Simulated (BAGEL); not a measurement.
# SiN2H4F− (SMILES N[Si-](N)F) at RI-MP2/cc-pVDZ (density fitting with qzvpp-jkfit)

What is the energy change on altering one bond length of SiN2H4F− at RI-MP2/cc-pVDZ (density fitting with qzvpp-jkfit)? 

Program for the calculation: BAGEL 1.2.2.

1 further run of the same task is left out (set aside as unsound or not needed). Runs told in other sessions of the task aren't counted.

**1. Starting point**

The species is SiN2H4F− (8 atoms), meant as a singlet with charge -1. As SMILES, `N[Si-](N)F`. The shape is that of a GFN2-xTB optimisation. This is one conformer, not always the lowest.

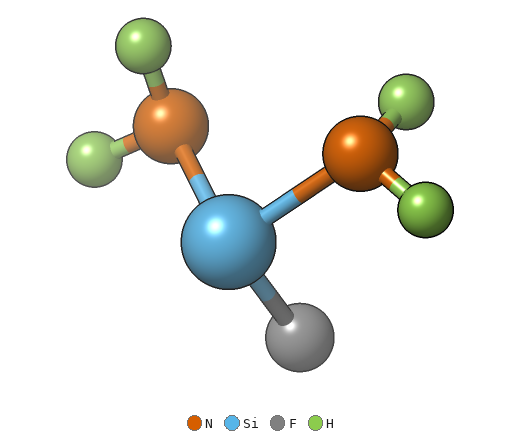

The structure, seen from a chosen angle (nitrogen orange, silicon blue, fluorine grey, hydrogen green).

**2. A single-point energy at RI-MP2/cc-pVDZ (density fitting with qzvpp-jkfit)**

The input, job.json:

```json
{ "bagel": [

{
  "title": "molecule",
  "basis": "cc-pvdz.json",
  "df_basis": "qzvpp-jkfit",
  "angstrom": true,
  "geometry": [
    { "atom": "N", "xyz": [   -0.281310,    1.373800,   -0.294860 ] },
    { "atom": "Si", "xyz": [    0.237770,   -0.229340,   -0.873310 ] },
    { "atom": "N", "xyz": [    0.642260,   -0.946060,    0.743850 ] },
    { "atom": "F", "xyz": [   -1.295860,   -1.066960,   -1.011040 ] },
    { "atom": "H", "xyz": [   -0.855770,    1.855070,   -0.977850 ] },
    { "atom": "H", "xyz": [   -0.796580,    1.361580,    0.585090 ] },
    { "atom": "H", "xyz": [    1.404730,   -0.438480,    1.179350 ] },
    { "atom": "H", "xyz": [    0.944750,   -1.909620,    0.648780 ] }
  ]
},
{
  "title": "hf",
  "charge": -1
},
{
  "title": "mp2",
  "charge": -1,
  "ncore": 8
}

]}
```

The basis set cc-pVDZ is read from a file made from the Basis Set Exchange's data (not shown).

Command:

```sh
$ BAGEL_NUM_THREADS=1 BAGEL job.json > job.out
```

What it wrote:

```text
* using 1 threads per process

  ===============================================================
  ===============================================================

  *** Geometry ***

  { "atom" : "N", "xyz" : [     -0.531599,      2.596106,     -0.557205 ] },
  { "atom" : "Si", "xyz" : [      0.449320,     -0.433390,     -1.650317 ] },
  { "atom" : "N", "xyz" : [      1.213696,     -1.787794,      1.405673 ] },
  { "atom" : "F", "xyz" : [     -2.448820,     -2.016262,     -1.910589 ] },
  { "atom" : "H", "xyz" : [     -1.617171,      3.505574,     -1.847869 ] },
  { "atom" : "H", "xyz" : [     -1.505318,      2.573013,      1.105660 ] },
  { "atom" : "H", "xyz" : [      2.654555,     -0.828607,      2.228649 ] },
  { "atom" : "H", "xyz" : [      1.785319,     -3.608659,      1.226017 ] },

  Number of auxiliary basis functions:      431

  Since a DF basis is specified, we compute 2- and 3-index integrals:
    o Being stored without compression. Storage requirement is 0.022 GB

  Number of basis functions:       80
  Number of electrons      :       41

    * METHOD: MOLECULE                             0.19

  *** RHF ***

  === Nuclear Repulsion ===
   169.4277109290

      * DIIS with orbital gradients will be used.

  === RHF iteration (cc-pvdz.json) ===
      0       -499.18538371          0.02545793           0.05
      1       -499.51302806          0.01625697           0.05
      2       -499.66590421          0.00174422           0.05
      3       -499.66895958          0.00041066           0.05
      4       -499.66914906          0.00012735           0.05
      5       -499.66917138          0.00005389           0.05
      6       -499.66917472          0.00001851           0.05
      7       -499.66917523          0.00000405           0.05
      8       -499.66917524          0.00000172           0.05
      9       -499.66917525          0.00000052           0.05
     10       -499.66917525          0.00000017           0.05
     11       -499.66917525          0.00000008           0.05
     12       -499.66917525          0.00000003           0.05
     13       -499.66917525          0.00000001           0.05
    * SCF iteration converged.

    * Permanent dipole moment:
           (    0.024992,    -0.272894,    -0.840652) a.u.

    * METHOD: HF                                   0.78

  *** RHF ***

  === Nuclear Repulsion ===
   169.4277109290

      * DIIS with orbital gradients will be used.

  === RHF iteration (cc-pvdz.json) ===
      0       -499.66917525          0.00000001           0.05
    * SCF iteration converged.

    * Permanent dipole moment:
           (    0.024992,    -0.272894,    -0.840652) a.u.

  === DF-MP2 calculation ===

    * freezing 8 orbitals
    * 3-index integral transformation done
    * assembly done

      MP2 correlation energy:   -0.6308896297      0.03

      MP2 total energy:       -500.3000648762

    * METHOD: MP2                                  0.14

  ===============================================================
```

It took 1.2 s on 1 thread of Arm Neoverse V1, shared host.

**3. The distorted shape, same level**

The input, calc.json:

```json
{ "bagel": [

{
  "title": "molecule",
  "basis": "cc-pvdz.json",
  "df_basis": "qzvpp-jkfit",
  "angstrom": "true",
  "geometry": [
    { "atom": "N", "xyz": [      -0.604891,       1.947157,      -1.588546 ] },
    { "atom": "Si", "xyz": [      -0.085811,       0.344017,      -2.166996 ] },
    { "atom": "N", "xyz": [       0.642260,      -0.946060,       0.743850 ] },
    { "atom": "F", "xyz": [      -1.619441,      -0.493603,      -2.304726 ] },
    { "atom": "H", "xyz": [      -1.179351,       2.428427,      -2.271536 ] },
    { "atom": "H", "xyz": [      -1.120161,       1.934937,      -0.708596 ] },
    { "atom": "H", "xyz": [       1.404730,      -0.438480,       1.179350 ] },
    { "atom": "H", "xyz": [       0.944750,      -1.909620,       0.648780 ] }
  ]
},

{
  "title": "hf",
  "charge": -1
},

{
  "title": "mp2",
  "charge": -1,
  "ncore": 8
}

]}
```

The basis set cc-pVDZ is read from a file made from the Basis Set Exchange's data (not shown).

Command:

```sh
$ BAGEL_NUM_THREADS=1 BAGEL calc.json > calc.out
```

What it wrote:

```text
* using 1 threads per process

  ===============================================================
  ===============================================================

  *** Geometry ***

  { "atom" : "N", "xyz" : [     -1.143078,      3.679593,     -3.001917 ] },
  { "atom" : "Si", "xyz" : [     -0.162159,      0.650098,     -4.095029 ] },
  { "atom" : "N", "xyz" : [      1.213696,     -1.787794,      1.405673 ] },
  { "atom" : "F", "xyz" : [     -3.060300,     -0.932774,     -4.355301 ] },
  { "atom" : "H", "xyz" : [     -2.228650,      4.589062,     -4.292581 ] },
  { "atom" : "H", "xyz" : [     -2.116798,      3.656501,     -1.339052 ] },
  { "atom" : "H", "xyz" : [      2.654555,     -0.828607,      2.228649 ] },
  { "atom" : "H", "xyz" : [      1.785319,     -3.608659,      1.226017 ] },

  Number of auxiliary basis functions:      431

  Since a DF basis is specified, we compute 2- and 3-index integrals:
    o Being stored without compression. Storage requirement is 0.022 GB

  Number of basis functions:       80
  Number of electrons      :       41

    * METHOD: MOLECULE                             0.18

  *** RHF ***

  === Nuclear Repulsion ===
   145.2530575891

      * DIIS with orbital gradients will be used.

  === RHF iteration (cc-pvdz.json) ===
      0       -499.01079318          0.02723789           0.05
      1       -499.24075119          0.02324667           0.05
      2       -499.54835128          0.00319641           0.05
      3       -499.55435512          0.00111138           0.05
      4       -499.55576038          0.00034872           0.05
      5       -499.55594622          0.00012701           0.05
      6       -499.55598167          0.00004963           0.05
      7       -499.55598755          0.00001910           0.05
      8       -499.55598802          0.00000667           0.05
      9       -499.55598810          0.00000252           0.05
     10       -499.55598812          0.00000129           0.05
     11       -499.55598812          0.00000041           0.05
     12       -499.55598812          0.00000020           0.05
     13       -499.55598812          0.00000008           0.05
     14       -499.55598812          0.00000004           0.05
     15       -499.55598812          0.00000001           0.05
     16       -499.55598812          0.00000001           0.05
    * SCF iteration converged.

    * Permanent dipole moment:
           (    0.891530,    -1.699060,     1.905150) a.u.

    * METHOD: HF                                   0.91

  *** RHF ***

  === Nuclear Repulsion ===
   145.2530575891

      * DIIS with orbital gradients will be used.

  === RHF iteration (cc-pvdz.json) ===
      0       -499.55598812          0.00000000           0.04
    * SCF iteration converged.

    * Permanent dipole moment:
           (    0.891529,    -1.699061,     1.905150) a.u.

  === DF-MP2 calculation ===

    * freezing 8 orbitals
    * 3-index integral transformation done
    * assembly done

      MP2 correlation energy:   -0.6376671876      0.03

      MP2 total energy:       -500.1936553073

    * METHOD: MP2                                  0.14

  ===============================================================
```

Run time: 1.4 s. Hardware: 1 thread of Arm Neoverse V1, shared host.

**4. What came out**

Level: RI-MP2/cc-pVDZ (density fitting with qzvpp-jkfit), 8 core orbitals frozen.

```
                                                          quantity          value
                                         first shape: total energy  -500.30006 Eh
          first shape: correlation energy (8 core orbitals frozen)     -630.9 mEh
                                     distorted shape: total energy  -500.19366 Eh
      distorted shape: correlation energy (8 core orbitals frozen)     -637.7 mEh
energy change with the Si2–N3 bond stretched from 1.815 to 3.266 Å       2.896 eV
```

In words: With the Si2–N3 bond stretched from 1.815 to 3.266 Å the energy rises by 2.90 eV (67 kcal/mol). The first shape isn't relaxed at this level, so the change isn't measured from a minimum.
